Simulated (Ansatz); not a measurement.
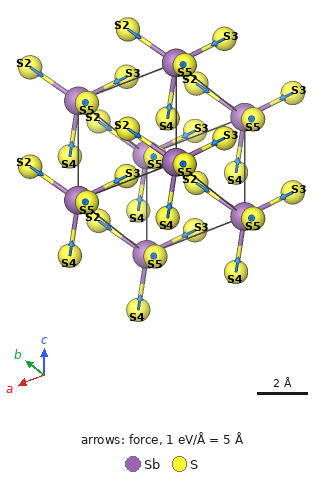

Starting geometry of solid SbS₄ (a generated structure, set up in P-43m) with the computed forces as blue arrows. The picture is a ball-and-stick view of the cell of the calculation, seen from a free direction.

Level of theory: DFT PBE, scalar-relativistic, plane waves, PAW in Ansatz 0.2.0.

Input file:
```yaml
crystal:
  lattice:
    - [4.8356732254, 0.0, 0.0]
    - [0.0, 4.8356732254, 0.0]
    - [0.0, 0.0, 4.8356732254]
  atoms:
    - { symbol: Sb, position: [0.0, 0.0, 0.0] }
    - { symbol: S, position: [0.2900861425, 0.2900861425, 0.2900861425] }
    - { symbol: S, position: [0.7099138575, 0.7099138575, 0.2900861425] }
    - { symbol: S, position: [0.2900861425, 0.7099138575, 0.7099138575] }
    - { symbol: S, position: [0.7099138575, 0.2900861425, 0.7099138575] }
basis:
  ecutwfc: 420
kpoints:
  mp_grid: { grid: [8, 8, 8] }
hamiltonian:
  xc: pbe
scf:
  occupations: { method: gaussian, width: 0.1 }
output:
  forces: true
  stress: true
  eigenvalues: true
  write_density: true
  write_potential: true
  elf: true
  volumetric_format: npy
relax:
  adjacent_minimum: "off"
  f_tol: 0.01
  max_steps: 80
  cell: { stress_tol: 0.05 }
```

Launched with:
```bash
ansatz run input.yaml --threads 1 --pin off --max-ram 2048MiB --backend cpu --events-out ev --progress --plain --runs-dir out
```

Q: What follows when this structure is relaxed?

A: It isn't relaxed: the largest force vector, on S atoms, is 0.14 eV/Å. The atoms end up moving mostly along the starting forces (cosine between the two patterns 1.00). The largest moves relative to the cell, 0.034 Å, are those of S2, S3, S4 and S5. S3 goes along [1 1 −1]. Sb stays in place. Cell: a = b = c 4.836 → 4.851 Å (+0.3 %). Volume +0.9 %. Some distances before and after: Sb1–S2 2.430 → 2.403 Å. The space group stays P-43m (No. 215). Over 3 accepted moves (4 points after the start) the energy falls by 8.0 meV per cell of the calculation. The largest force component goes from 0.081 to 0.006 eV/Å. The pressure goes from −0.33 to 0.04 GPa. The SCF was repeated once at an unchanged geometry on a basis and grid sized afresh for the cell, which shifted the energy by 0.1 meV per cell of the calculation at most. The run took 52 s on 1 thread of Intel(R) Xeon(R) Platinum 8259CL CPU @ 2.50GHz (Skylake/Cascade Lake), with other jobs on the host, peak memory 0.46 GiB.
